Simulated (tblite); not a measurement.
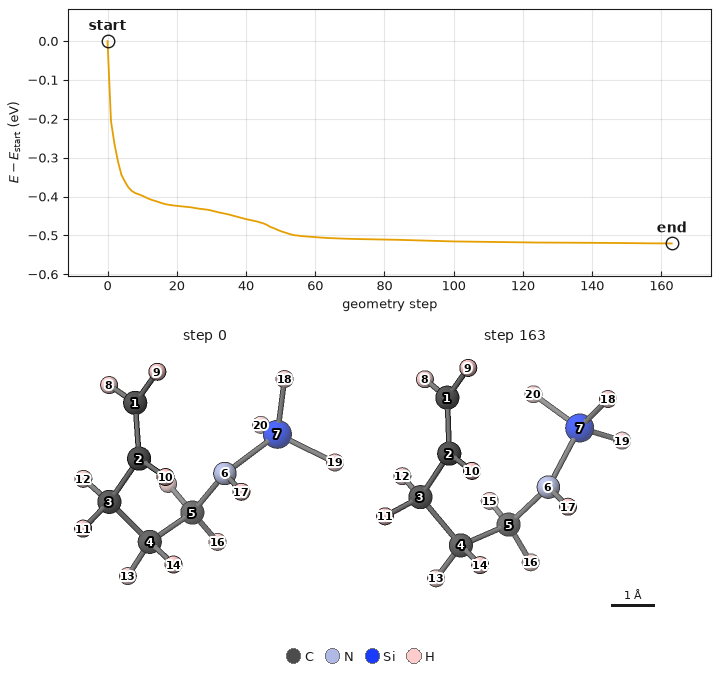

First and last geometry of a relaxation of C5H13NSi, with the history of the run. A ball-and-stick model, seen at a tilt.

Theory: GFN2-xTB geometry optimisation, gas phase in tblite. 

What do the curves and the structures tell?

Answer. It converged. The largest move after the best rigid fit is that of H20, 1.47 Å. Largest moves by element: H 1.47 Å, N 0.45 Å, C 0.33 Å, Si 0.28 Å. Among the contacts that change: N6–Si7 1.787 → 1.712 Å, C4–H14 1.137 → 1.093 Å, N6–H17 1.045 → 1.008 Å, C3–C4 1.497 → 1.531 Å. Among the angles between lasting bonds that change: C5–N6–Si7 113.3° → 125.0°, N6–Si7–H20 112.9° → 106.7°, Si7–N6–H17 112.9° → 119.1°. Groups turn about N6–Si7 by about 35°. The energy falls by 0.521 eV in 163 geometry steps. The run took 1.9 s on 1 thread of Arm Neoverse N1 (shared host).

```csv
step,"E − E(0), eV"
0,0.0000
1,-0.2059
2,-0.2641
3,-0.3089
4,-0.3436
5,-0.3610
6,-0.3760
7,-0.3855
8,-0.3909
9,-0.3940
10,-0.3977
18,-0.4216
26,-0.4306
34,-0.4439
42,-0.4616
50,-0.4888
58,-0.5029
66,-0.5074
74,-0.5096
82,-0.5108
91,-0.5130
99,-0.5152
107,-0.5162
115,-0.5172
123,-0.5181
131,-0.5185
139,-0.5187
147,-0.5193
155,-0.5201
163,-0.5206
```
